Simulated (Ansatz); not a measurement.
# CH3BO (Borane carbonyl): HF/3-21G

Aim: the electronic atomisation energy of CH3BO (Borane carbonyl) at HF/3-21G, from 5 runs. 

The calculation is run with Ansatz 0.2.0.

55 further runs of the same task are left out: 1 that didn't finish, 54 set aside as unsound or not needed.

## 1. The system as given

The species is CH3BO (6 atoms), meant as a singlet with charge 0. As SMILES, `[BH3-]C#[O+]`. Geometry: relaxed at PBE0-D4/def2-TZVP.

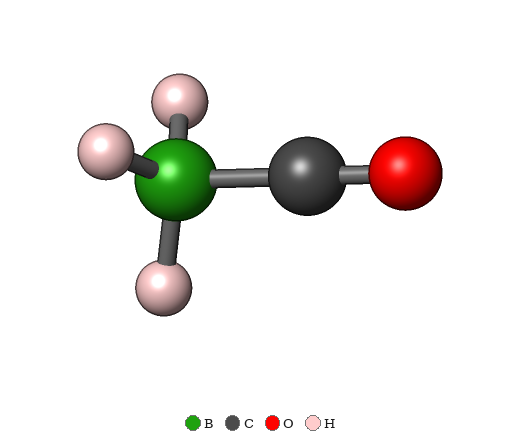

The structure, seen from a chosen angle (boron green, carbon dark grey, oxygen red, hydrogen pink).

## 2. The energy at HF/3-21G

job.yaml

```yaml
crystal:
  periodic: [false, false, false]
  atoms:
    - {symbol: B, position_ang: [-0.275160, 0.419730, -0.199910]}
    - {symbol: C, position_ang: [0.494180, -0.755680, 0.359250]}
    - {symbol: O, position_ang: [1.068320, -1.631140, 0.776320]}
    - {symbol: H, position_ang: [-1.437140, 0.121710, -0.050320]}
    - {symbol: H, position_ang: [0.069540, 0.485120, -1.356800]}
    - {symbol: H, position_ang: [0.080260, 1.360240, 0.471460]}
basis:
  gaussian:
    orbitals: 3-21G.json
output: {orbitals: {seedname: orbitals}}
hamiltonian:
  xc: hf
accuracy: high
```

The basis set 3-21G is read from a file made from the Basis Set Exchange's data (not shown).

Launch:

```bash
$ ansatz run job.yaml --threads 1 --pin off --max-ram 3480MiB --events-out events.jsonl --progress --plain --runs-dir runs
```

Log:

```text
Warning: RAYON_NUM_THREADS=1 ignored (pool sized by the plan → 1); use --threads N
Functional definition: HF
  name "HF"
  exchange = exact_x
  correlation = 0
711 factors; integrals over basis functions are off by at most 6.4e-9 eV
mean field evaluation 1: about -3763.2170 eV, gradient 2.5e1 eV
mean field evaluation 2: about -3763.2134 eV, gradient 2.5e1 eV
mean field evaluation 4: about -3764.6995 eV, gradient 3.5e0 eV
mean field evaluation 8: about -3764.7300 eV, gradient 1.1e-4 eV
mean field -3764.72997197 eV, -138.3512746445 hartree, gradient 2.9e-8 eV, S^2 0.000000; 0 other end points of the search recorded, 0 dependent functions left out
reference -3764.72997197 eV, -138.3512746445 hartree; 11, 11 occupied and 22, 22 virtual orbitals, 711 factors
Total energy: -3764.72997197 eV, -138.3512746445 hartree
```

It took 0.2 s on 1 thread of Arm Neoverse V1, shared host.

## 3. The B atom at the same level

run.yaml

```yaml
crystal:
  periodic: [false, false, false]
  atoms:
    - {symbol: B, position_ang: [0.000000, 0.000000, 0.000000]}
basis:
  gaussian: {orbitals: 3-21G.json}
magnetization: {spin_polarized: true, initial_magnetization: 1}
hamiltonian: {xc: hf}
accuracy: high
```

The basis set 3-21G is read from a file made from the Basis Set Exchange's data (not shown).

Run the same way, it converges to -24.38976 Eh (log not shown).

## 4. The C atom, same level

input.yaml

```yaml
crystal:
  periodic: [false, false, false]
  atoms:
    - {symbol: C, position_ang: [0.000000, 0.000000, 0.000000]}
basis:
  gaussian: {orbitals: 3-21G.json}
magnetization: {spin_polarized: true, initial_magnetization: 2}
accuracy: high
total_charge: 0
hamiltonian: {xc: hf}
```

The basis set 3-21G is read from a file made from the Basis Set Exchange's data (not shown).

Run the same way, it converges to -37.48107 Eh (log not shown).

## 5. The H atom at the same level

in.yaml

```yaml
crystal:
  periodic: [false, false, false]
  atoms:
    - symbol: H
      position_ang: [0.000000, 0.000000, 0.000000]
basis:
  gaussian: {orbitals: 3-21G.json}
accuracy: high
magnetization: {spin_polarized: true, initial_magnetization: 1}
hamiltonian: {xc: hf}
```

The basis set 3-21G is read from a file made from the Basis Set Exchange's data (not shown).

Launch:

```bash
$ ansatz run in.yaml --threads 1 --pin off --max-ram 3480MiB --events-out events.jsonl --progress --plain --runs-dir runs
```

Log:

```text
Warning: RAYON_NUM_THREADS=1 ignored (pool sized by the plan → 1); use --threads N
[... 4 set-up lines as earlier in the session ...]
3 factors; integrals over basis functions are off by at most 1.3e-8 eV
mean field evaluation 1: about -13.4868 eV, gradient 1.3e0 eV
mean field evaluation 2: about -13.4868 eV, gradient 1.3e0 eV
mean field evaluation 4: about -13.5023 eV, gradient 2.1e-5 eV
mean field evaluation 8: about -13.5023 eV, gradient 1.0e-12 eV
mean field -13.50225274 eV, -0.4961986360 hartree, gradient 4.5e-8 eV, S^2 0.750000; 0 other end points of the search recorded, 0 dependent functions left out
reference -13.50225274 eV, -0.4961986360 hartree; 1, 0 occupied and 1, 2 virtual orbitals, 3 factors
Total energy: -13.50225274 eV, -0.4961986360 hartree
```

Run time: 0.04 s. Hardware: 1 thread of Arm Neoverse V1, shared host.

## 6. The O atom at the same level

job.yaml

```yaml
crystal:
  periodic: [false, false, false]
  atoms:
    - symbol: O
      position_ang: [0.000000, 0.000000, 0.000000]
basis:
  gaussian:
    orbitals: 3-21G.json
total_charge: 0
magnetization:
  spin_polarized: true
  initial_magnetization: 2
hamiltonian:
  xc: hf
accuracy: high
```

The basis set 3-21G is read from a file made from the Basis Set Exchange's data (not shown).

Run the same way, it converges to -74.39366 Eh (log not shown).

## 7. Outcome

Level: HF/3-21G.

| quantity | value |
| --- | --- |
| molecule: total energy | -138.35127 Eh |
| molecule: HOMO energy | -12.74 eV |
| molecule: LUMO energy | 2.79 eV |
| molecule: HOMO–LUMO gap | 15.53 eV |
| B atom: total energy | -24.38976 Eh |
| B atom: ⟨S²⟩ | 0.750 |
| C atom: total energy | -37.48107 Eh |
| C atom: ⟨S²⟩ | 2.001 |
| H atom: total energy | -0.49620 Eh |
| H atom: ⟨S²⟩ | 0.750 |
| O atom: total energy | -74.39366 Eh |
| O atom: ⟨S²⟩ | 2.001 |
| electronic atomisation energy | 16.278 eV |

In words: Taking the molecule apart into free atoms costs 16.28 eV (375 kcal/mol), before zero-point energy and without spin-orbit coupling. Hartree–Fock lacks the correlation of the bonding pairs, which as a rule makes this value much too low; in minimal bases other errors can mask that. The basis has no polarisation functions, which makes bonds too weak.
